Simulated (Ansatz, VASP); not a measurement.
**W (Tungsten) in two plane-wave programs**

Wanted: the spread between two codes on one cell, functional and k mesh.

Main program and level: Ansatz 0.2.0; plane waves, with VASP 6.6.1 beside it; relaxation of cell and atoms at r2SCAN.

### 1. Set-up

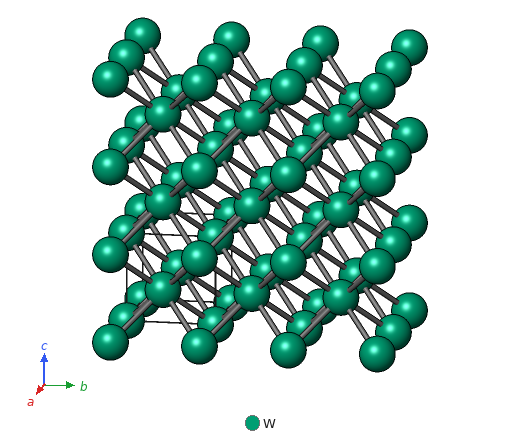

The starting structure, seen slightly off an axis (tungsten teal). 2×3×3 cells are drawn. This picture shows the conventional cell, with its axes. Some periodic images of atoms are drawn too.

Coordinates:

```
W
1.0
    -1.57817    1.57817    1.57817
     1.57817   -1.57817    1.57817
     1.57817    1.57817   -1.57817
W
1
Cartesian
  0.0000 0.0000 0.0000
```

### 2. VASP: relaxation of cell and atoms, r2SCAN

The relaxed volume is the usual yardstick between codes: its relative difference is about their pressure difference at one cell divided by the bulk modulus.

Lines of VASP's logs that name or quote its potential files are left out, and so is its time.

INCAR reads:

```
SYSTEM = W
PREC = Accurate
ENCUT = 520
EDIFF = 1E-07
NELM = 100
ISMEAR = 1
SIGMA = 0.15
LREAL = .FALSE.
ALGO = Normal
METAGGA = R2SCAN
LASPH = .TRUE.
NBANDS = 9
LORBIT = 11
LWAVE = .FALSE.
LCHARG = .FALSE.
KPAR = 4
IBRION = 2
NSW = 50
ISIF = 3
EDIFFG = -0.005
```

POSCAR reads:

```
W
1.0
   -1.5781693750      1.5781693750      1.5781693750
    1.5781693750     -1.5781693750      1.5781693750
    1.5781693750      1.5781693750     -1.5781693750
W
1
Direct
    0.0000000000      0.0000000000      0.0000000000
```

KPOINTS reads:

```
Automatic mesh
0
Gamma
22 22 22
0 0 0
```

The projector-augmented-wave data sets are W (PBE family, release 64).

Started as:

```sh
$ mpirun -np 4 vasp_std
```

Numbers of over 12 decimals in the logs are rounded to 6 here.

The log of the run:

```text
[banner, memory and clock lines left out]
running    4 mpi-ranks, on    1 nodes
 distrk:  each k-point on    1 cores,    4 groups
 distr:  one band on    1 cores,    1 groups

 POSCAR found type information on POSCAR W
 POSCAR found :  1 types and       1 ions
|                                                                             |
|               ----> ADVICE to this user running VASP <----                  |
|                                                                             |
|     You enforced a specific xc type in the INCAR file but a different       |
|     [... a line on the potential file left out ...]
|     I HOPE YOU KNOW WHAT YOU ARE DOING!                                     |
|                                                                             |

 LDA part: xc-table for (None), standard interpolation
 POSCAR, INCAR and KPOINTS ok, starting setup
 FFT: planning ... GRIDC
 FFT: planning ... GRID_SOFT
 FFT: planning ... GRID
 WAVECAR not read
 entering main loop
       N       E                     dE             d eps       ncg     rms          rms(c)
DAV:   1    -0.277728116935E+02   -0.27773E+02   -0.30649E+03  5904   0.600E+02
DAV:   2    -0.509701035158E+02   -0.23197E+02   -0.22254E+02  6960   0.141E+02
DAV:   3    -0.514513574336E+02   -0.48125E+00   -0.47829E+00  6839   0.161E+01
DAV:   4    -0.514528310109E+02   -0.14736E-02   -0.14735E-02  6910   0.996E-01
DAV:   5    -0.514528345950E+02   -0.35841E-05   -0.35841E-05  6751   0.422E-02    0.180E+01
DAV:   6    -0.515742162640E+02   -0.12138E+00   -0.11540E-01  6794   0.237E+00    0.107E+01
DAV:   7    -0.514737078756E+02    0.10051E+00   -0.44352E-01  7197   0.446E+00    0.183E+00
DAV:   8    -0.514721539481E+02    0.15539E-02   -0.39018E-03  6488   0.578E-01    0.122E+00
DAV:   9    -0.514722041072E+02   -0.50159E-04   -0.24065E-03  6349   0.319E-01    0.594E-01
DAV:  10    -0.514725147114E+02   -0.31060E-03   -0.12739E-03  6570   0.221E-01    0.146E-01
DAV:  11    -0.514724840032E+02    0.30708E-04   -0.11604E-05  6239   0.312E-02    0.714E-02
DAV:  12    -0.514724817554E+02    0.22479E-05   -0.17350E-06  6890   0.109E-02    0.494E-02
DAV:  13    -0.514724810685E+02    0.68691E-06   -0.16830E-06  6203   0.705E-03    0.783E-03
DAV:  14    -0.514724808948E+02    0.17365E-06   -0.62729E-08  3193   0.198E-03    0.206E-03
DAV:  15    -0.514724808738E+02    0.21039E-07   -0.58185E-09  3075   0.711E-04
   1 F= -.51472481E+02 E0= -.51472499E+02  d E =-.514725E+02
 curvature:   0.00 expect dE= 0.000E+00 dE for cont linesearch  0.000E+00
 trial: gam= 0.00000 g(F)=  0.176E-63 g(S)=  0.145E-06 ort = 0.000E+00 (trialstep = 0.100E+01)
 search vector abs. value=  0.145E-06
 reached required accuracy - stopping structural energy minimisation
```

From OUTCAR (step 2):

```text
ion  position               nearest neighbor table
   1  0.000  0.000  0.000-

  LATTYP: Found a body centered cubic cell.
 ALAT       =     3.1563387500

 Subroutine GETGRP returns: Found 48 space group operations
 (whereof 48 operations were pure point group operations)

The static configuration has the point symmetry O_h .

 Found    328 irreducible k-points:

   k-points           NKPTS =    328   k-points in BZ     NKDIM =    328   number of bands    NBANDS=      9

   dimension x,y,z NGX =    20 NGY =   20 NGZ =   20
   dimension x,y,z NGXF=    40 NGYF=   40 NGZF=   40

   ENCUT  =  520.0 eV  38.22 Ry    6.18 a.u.   5.08  5.08  5.08*2*pi/ulx,y,z

   NELECT =       6.0000    total number of electrons

 k-points in reciprocal lattice and weights: Automatic mesh
   0.00000000  0.00000000  0.00000000       0.000
   0.04545455  0.00000000  0.00000000       0.001
   0.09090909  0.00000000  0.00000000       0.001
   0.13636364  0.00000000  0.00000000       0.001
   0.18181818  0.00000000  0.00000000       0.001
   0.22727273  0.00000000  0.00000000       0.001
   0.27272727  0.00000000  0.00000000       0.001
   0.31818182  0.00000000  0.00000000       0.001
   0.36363636  0.00000000  0.00000000       0.001
[...]
0.50000000  0.50000000  0.45454545       0.001
   0.50000000  0.50000000  0.50000000       0.000

 average (electrostatic) potential at core
       1 -43.5424

 E-fermi :   7.7076

 k-point     1 :       0.0000    0.0000    0.0000
  band No.  band energies     occupation
      1      -2.4065      2.00000
      2       6.4075      2.00000
      3       6.4075      2.00000
      4       6.4075      2.00000
      5      10.2655     -0.00000
      6      10.2655     -0.00000
      7      23.7193      0.00000
      8      23.7193      0.00000
      9      23.7193      0.00000

 k-point     2 :       0.0455    0.0000    0.0000
  band No.  band energies     occupation
      1      -2.3031      2.00000
      2       6.3428      2.00000
      3       6.3940      2.00000
      4       6.5095      2.00000
      5      10.1586     -0.00000
      6      10.2659     -0.00000
      7      23.8096      0.00000
      8      23.8998      0.00000
      9      23.9752      0.00000

 k-point     3 :       0.0909    0.0000    0.0000
  band No.  band energies     occupation
      1      -1.9997      2.00000
      2       6.1591      2.00000
      3       6.3408      2.00000
      4       6.8130      2.00000
      5       9.8997     -0.00000
      6      10.2705     -0.00000
      7      24.0496      0.00000
      8      24.4298      0.00000
      9      24.6602      0.00000

  Total       -0.0010010     -0.0010010     -0.0010010     -0.0000000      0.0000000      0.0000000
  in kB       -0.1020050     -0.1020050     -0.1020050     -0.0000000      0.0000000      0.0000000
  external PRESSURE =      -0.1020050 kB  Pullay stress =       0.0000000 kB

  energy-cutoff  :      520.00
  volume of cell :       15.72
      direct lattice vectors                 reciprocal lattice vectors
    -1.578169375  1.578169375  1.578169375     0.000000000  0.316822774  0.316822774
     1.578169375 -1.578169375  1.578169375     0.316822774  0.000000000  0.316822774
     1.578169375  1.578169375 -1.578169375     0.316822774  0.316822774  0.000000000

 POSITION                                       TOTAL-FORCE (eV/Angst)
 -----------------------------------------------------------------------------------
      0.00000      0.00000      0.00000         0.000000      0.000000      0.000000
 -----------------------------------------------------------------------------------
    total drift:                                0.000000      0.000000      0.000000

  FREE ENERGIE OF THE ION-ELECTRON SYSTEM (eV)
  ---------------------------------------------------
  free  energy   TOTEN  =       -51.4724808738 eV

  energy  without entropy=      -51.4725351844  energy(sigma->0) =      -51.47249898

 reached required accuracy - stopping structural energy minimisation

 total charge
# of ion       s       p       d       tot
------------------------------------------
    1        0.658   0.750   4.170   5.578

[... 3 further parts left out ...]
```

CONTCAR:

```
W
   1.00000000000000
    -1.5781693750000001    1.5781693750000001    1.5781693750000001
     1.5781693750000001   -1.5781693750000001    1.5781693750000001
     1.5781693750000001    1.5781693750000001   -1.5781693750000001
  W
     1
Direct
     0.0000000000000000    0.0000000000000000    0.0000000000000000
```

### 3. Ansatz: relaxation of cell and atoms, r2SCAN

Ansatz runs on its default PAW (the set named soft_2) files.

The same cell, functional, mesh and smearing now go to Ansatz, which takes its cutoff from its data sets.

input.yaml reads:

```yaml
crystal:
  lattice:
    - [-1.578169375, 1.578169375, 1.578169375]
    - [1.578169375, -1.578169375, 1.578169375]
    - [1.578169375, 1.578169375, -1.578169375]
  atoms:
    - { symbol: W, position: [0.0, 0.0, 0.0] }
hamiltonian:
  xc: r2scan
  pseudopotentials: { kind: paw }
kpoints:
  mp_grid: { grid: [22, 22, 22] }
scf:
  occupations: { method: methfessel_paxton, width: 0.15 }
relax:
  f_tol: 0.01
  max_steps: 60
  cell: { stress_tol: 0.05 }
output:
  forces: true
  stress: true
```

Started as:

```sh
$ ansatz run input.yaml --threads 4 --pin off --max-ram 9216MiB --backend cpu --events-out ev --progress --plain --runs-dir out
```

The log of the run:

```text
Engine: ansatz 0.2.0, aarch64-unknown-linux-gnu
Pseudopotentials: kind: paw
Pseudopotential: W, paw, valence charge 14, recommended cutoff 500 eV (meta_gga), W.paw.azcp
Functional definition: r2SCAN
  parameter k0 = 0.174
  parameter k1 = 0.065
  parameter a1 = 4.9479
  exchange = r2scan_x(k0 = k0, k1 = k1, a1 = a1)
  correlation = r2scan_c
Crystal: 1 atoms, lattice volume = 15.722 Å³
Basis set: ecut = 500 eV, 381 PW (Γ), exchange–correlation on 80×80×80 points (64 copies of the dense FFT grid, shifted against one another)
Bands: 11, of which v1, the nominal top of the filled ones, is band 7 counted from 1 (6 counted from 0)
Symmetry: 48 space group operations
Space group: Im-3m (ITA 229), of the structure as read, at distance tolerance 2.5e-5 Å
k-points: 328 of 10648
Non-local potential: W, projectors of the file, l = 0: 3, l = 1: 2, l = 2: 2, l = 3: 1
PAW form: soft (Blöchl's): semilocal exchange-correlation on the pseudo side does not see the compensation charge
PAW frozen core: W, regenerated for the run's functional (the file was generated under x = pbe(κ = 0.804, μ = 0.219515), c = pbe(β = 0.066725))
PAW one-centre angular grid: W, 590 points (default); XC on 160 Gauss nodes
Initial density: superposition of atomic densities (neutral atoms: chi_scale 0, normalization atom), corrected by the library's trained network
Initial wavefunctions: pseudopotential atomic-orbital guess
Functional: x = r2scan, c = r2scan; τ floored in thin density (d = 2e-4 eV/Å³)
SCF iter   1: F=—  HF=-10397.276587 eV  |F-HF|=—  |Δ(HF+E_count)|=         —  Δρ=6.34e-3  dr2=1.94e-3  dr2_τ=5.40e-2  ethr=1.77e-3  ⟨swp⟩=5.0  Hψ=20357  notcnv=0
preconditioner: auto → none  [metal: Δε(μ)=0.038 eV  Ē_g=9.609 eV  σ=0.150 eV  W_gap=0.21  n_scr=0 (ndim 8)  ℏωp=22.9 eV  f_vac=0.000  D(μ)=0.45/eV (n_scr^D=0)]
SCF iter   2: F=—  HF=-10397.294647 eV  |F-HF|=—  |Δ(HF+E_count)|=   1.81e-2  S|Δr|=    0.00e0  Δρ=3.70e-3  dr2=4.93e-4  dr2_τ=1.24e-4  ethr=1.39e-5  ⟨swp⟩=2.1  Hψ=8197  notcnv=0
SCF iter   3: F=—  HF=-10397.295257 eV  |F-HF|=—  |Δ(HF+E_count)|=   6.10e-4  S|Δr|=    0.00e0  Δρ=6.65e-4  dr2=1.82e-5  dr2_τ=1.33e-5  ethr=3.52e-6  ⟨swp⟩=2.6  Hψ=5468  notcnv=0
SCF iter   4: F=—  HF=-10397.295270 eV  |F-HF|=—  |Δ(HF+E_count)|=   1.28e-5  S|Δr|=    0.00e0  Δρ=7.02e-5  dr2=1.99e-7  dr2_τ=2.09e-7  ethr=1.30e-7  ⟨swp⟩=2.6  Hψ=5770  notcnv=0
SCF iter   5: F=-10397.295270 eV  HF=-10397.295270 eV  |F-HF|=6.60e-9  |Δ(HF+E_count)|=   5.73e-8  S|Δr|=    0.00e0  Δρ=9.37e-6  dr2=2.68e-9  dr2_τ=2.97e-9  ethr=7.14e-10  ⟨swp⟩=4.5  Hψ=11920  notcnv=0
SCF 1 converged in 5 iterations: F = -10397.295270 eV  dr2 = 2.68e-9
  greatest PAW one-centre occupation: 0.999 electrons in one spin orbital (limit 2), on the W atom at site 0 (counted from 0), in its partial waves of l = 0
relax step   1: F+E_penalty+E_count = -10397.29526974 eV  Δ(F+E_penalty+E_count) = +0.000e0 eV  max|allowed force component| = 0.000e0 eV/Å  Δτ_max = 0.0000 Å  P = +3.988 GPa  Ω = 15.722 Å³  (5 SCF iters, dr2 threshold 1.00e-7 eV, accepted)
[...]
relax step   2: F+E_penalty+E_count = -10397.28006623 eV  Δ(F+E_penalty+E_count) = +1.520e-2 eV  max|allowed force component| = 0.000e0 eV/Å  Δτ_max = 0.0000 Å  P = -9.994 GPa  Ω = 16.448 Å³  energy of the carried Pulay correction = -3.773e-4 eV  (5 SCF iters, dr2 threshold 1.00e-7 eV, rejected (line search))
[...]
relax step   3: F+E_penalty+E_count = -10397.29750613 eV  Δ(F+E_penalty+E_count) = -2.236e-3 eV  max|allowed force component| = 0.000e0 eV/Å  Δτ_max = 0.0000 Å  P = -0.199 GPa  Ω = 15.923 Å³  energy of the carried Pulay correction = -1.059e-4 eV  (8 SCF iters, accepted)
[...]
relax step   4: F+E_penalty+E_count = -10397.29751746 eV  Δ(F+E_penalty+E_count) = -1.133e-5 eV  max|allowed force component| = 0.000e0 eV/Å  Δτ_max = 0.0000 Å  P = +0.004 GPa  Ω = 15.913 Å³  energy of the carried Pulay correction = -1.007e-4 eV  (2 SCF iters, dr2 threshold 9.91e-8 eV, accepted)
[...]
relax step   5: F+E_penalty+E_count = -10397.29762011 eV  Δ(F+E_penalty+E_count) = -1.026e-4 eV  max|allowed force component| = 0.000e0 eV/Å  Δτ_max = 0.0000 Å  P = +0.007 GPa  Ω = 15.913 Å³  stress off target by 7.16e-3 GPa  SCF on the basis re-selected at this cell (its energy is not comparable with the rows above)  (5 SCF iters)
basis re-selected at this cell: Δ(F+E_penalty+E_count) = -1.026e-4 eV, ΔP = +0.003 GPa vs the last step (what re-selecting the basis moved, of the pressure what is left beyond the Pulay correction that the steps carried, after the strain that the cell walked since its last selection, with what the two solves' SCF thresholds leave and, on support functions, any second-order correction that the steps lacked; it is no measure of the basis error at this ecutwfc). The dense FFT grid was sized anew with the basis: this SCF ran on 24×24×24 points, the steps before it on 20×20×20, so part of this shift can come from that change (see relax.cell in the input reference). [rest of the remark cut]
SCF converged after 5 iterations
Stability not checked: this state was not tested for a lower state beside it, because cold or Methfessel-Paxton smearing, or corrected tetrahedra, fill the levels in a way that the test cannot read (fill_not_monotonic; see scf.lower_state_search)
Free energy (F): -10397.297620 eV
Harris-Foulkes:  -10397.297620 eV  (|F-HF|=0.00e0)
Internal energy: -10397.297799 eV  (E = F + TS)
E sigma→0 (E₀):  -10397.297665 eV
Entropy (-TS):   0.000179 eV (0.179 meV/atom)
Fermi energy:    22.345053 eV
--- Per-component energies (eV) ---
  E_band       = -97.342298
  E_kinetic    = 450.724129
  E_local      = -601.866134  (includes V_loc(G=0)·N_el)
  E_nonlocal   = 0.933744
  E_hartree    = 216.300985
  E_xc         = -249.141866
  E_vxc        = -260.008683  (∫ρ·V_xc dr)
  E_paw        = -8593.115588  (= ΣΔE_a)
  E_vpaw       = -133.130564  (= ΣTr[D̂ρ^β])
  E_aug_tail   = -0.000056  (compensation charges beyond the density's cutoff)
  E_vtau       = 13.403319  (kinetic-family band-sum trace: ∫τ·v_τ [+ j·A + Jᵃ·Aᵃ] dr)
  E_ewald      = -1620.545064
  E_core_change = -0.587949  (= ΣΔE_core)
  E_smearing   = 0.000179  (= −TS)
  E_closure    = -0.000000  (closes the sum)
  Σ components = -10397.297620   (vs F -10397.297620, Δ=0.00e0)
--- Forces (eV/Å), atoms counted from 1 ---
  atom   1  W     -0.00000000     0.00000000    -0.00000000
  max |Σ_I F_I| component: 2.98e-32 eV/Å
--- Stress (GPa, compression-positive) ---
        0.007156      -0.000000       0.000000
       -0.000000       0.007156       0.000000
        0.000000      -0.000000       0.007156
  P = ⅓ Tr σ = 0.0072 GPa (0.072 kbar)
--- Relaxed structure (4 steps of the walk, 3 accepted, 1 SCFs on fresh bases) ---
  F+E_penalty+E_count = -10397.29762011 eV   max|allowed force component| = 0.000e0 eV/Å   (the final SCF, on the basis selected at the relaxed cell)
  cell:  # Å, volume = 15.9129 Å³
    - [-1.584516, 1.584516, 1.584516]
    - [1.584516, -1.584516, 1.584516]
    - [1.584516, 1.584516, -1.584516]
  atoms:
    - { symbol: W, position: [0.0, 0.0, 0.0] }
```

Run time: 15 s. Hardware: 4 threads of Arm Neoverse N1, shared host; peak memory 0.43 GiB.

### 4. Differences

Known differences besides the PAW data sets themselves: VASP keeps PBE cores, Ansatz makes them for the functional; both relaxations stop at a tolerance, which leaves soft axes loose, and VASP keeps its plane-wave basis; the data sets hold 14 valence electrons in Ansatz (default PAW (the set named soft_2) files) and 6 in VASP; the cutoff is 500 eV in Ansatz and 520 eV in VASP; Ansatz adds a Pulay correction to the stress that steers its cell, VASP none. Total energies have different zeros and are not compared.

The two programs side by side:

```csv
quantity,Ansatz,VASP,difference
volume (Å³),15.91,15.72,+1.21 %
"edge a after relaxation, in the typed setting (Å)",2.744,2.733,+0.40 %
```

The walks stopped with 0.01 GPa left in Ansatz and -0.01 GPa in VASP; each walk ends within a tolerance, so the volume difference is uncertain by about these residues over the bulk modulus, most in soft cells.

A further Ansatz single point at VASP's end cell gives 3.99 GPa where VASP has -0.01 GPa.

### 5. Results

```json
{
  "difference in volume (relaxation of cell and atoms, r2SCAN)": "1.2 %"
}
```

In words: The difference in volume is 1.2 % (relaxation of cell and atoms, r2SCAN), at about the 1.2 % picked in this series as the mark of a large difference, as far as the stopping tolerances let one tell. A pressure difference of 4.00 GPa at VASP's end cell goes with 1.2 % of volume. Differences of this kind measure data sets and numerical settings, not the functional's error against experiment.

[Lines on the potential files, build, host, timing and source positions are cut from VASP's logs without a mark.]

[Logs are printed without paths, hosts, clocks, repeated set-up lines and the standing remarks that a program may print on its own settings, such as how far it seeks lower states.]

[Hosts, paths, dates, database ids (printed as entryN), source tags and the programs' standing remarks are cut or masked in the printed files.]
